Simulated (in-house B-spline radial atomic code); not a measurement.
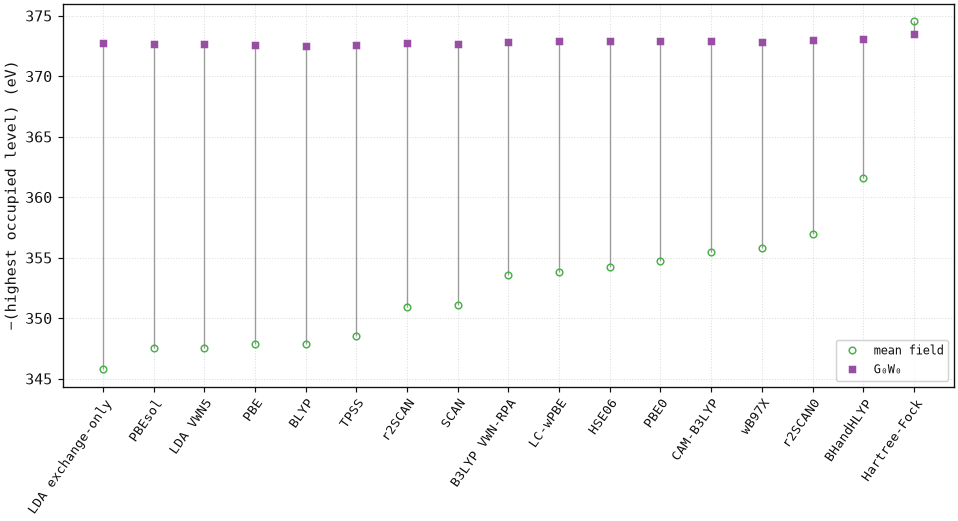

Binding energy of the highest level (2p↑) of P⁸⁺ ([He] 2s² 2p³) on 17 mean-field starts and after G₀W₀. All-electron spherical atom, scalar X2C, no spin-orbit coupling, Breit or QED terms; computed with a B-spline radial code.

Describe the starting-point dependence.

Answer. The mean-field values spread from 345.8 eV (LDA exchange-only) to 374.5 eV (Hartree-Fock); after G₀W₀ they lie between 372.5 eV (BLYP) and 373.5 eV (Hartree-Fock), so the spread shrinks from 28.8 to 1.0 eV.

| Start | Mean field (eV) | G₀W₀ (eV) | RPA correlation (hartree) |
| --- | --- | --- | --- |
| LDA exchange-only | 345.8 | 372.7 | −0.401 |
| PBEsol | 347.5 | 372.6 | −0.401 |
| LDA VWN5 | 347.5 | 372.7 | −0.401 |
| PBE | 347.9 | 372.6 | −0.401 |
| BLYP | 347.9 | 372.5 | −0.401 |
| TPSS | 348.6 | 372.6 | −0.397 |
| r2SCAN | 350.9 | 372.7 | −0.393 |
| SCAN | 351.1 | 372.7 | −0.393 |
| B3LYP VWN-RPA | 353.5 | 372.8 | −0.389 |
| LC-wPBE | 353.8 | 372.9 | −0.386 |
| HSE06 | 354.2 | 372.9 | −0.387 |
| PBE0 | 354.8 | 372.9 | −0.386 |
| CAM-B3LYP | 355.5 | 372.9 | −0.384 |
| wB97X | 355.8 | 372.9 | −0.381 |
| r2SCAN0 | 357.0 | 373.0 | −0.381 |
| BHandHLYP | 361.6 | 373.1 | −0.373 |
| Hartree-Fock | 374.5 | 373.5 | −0.352 |
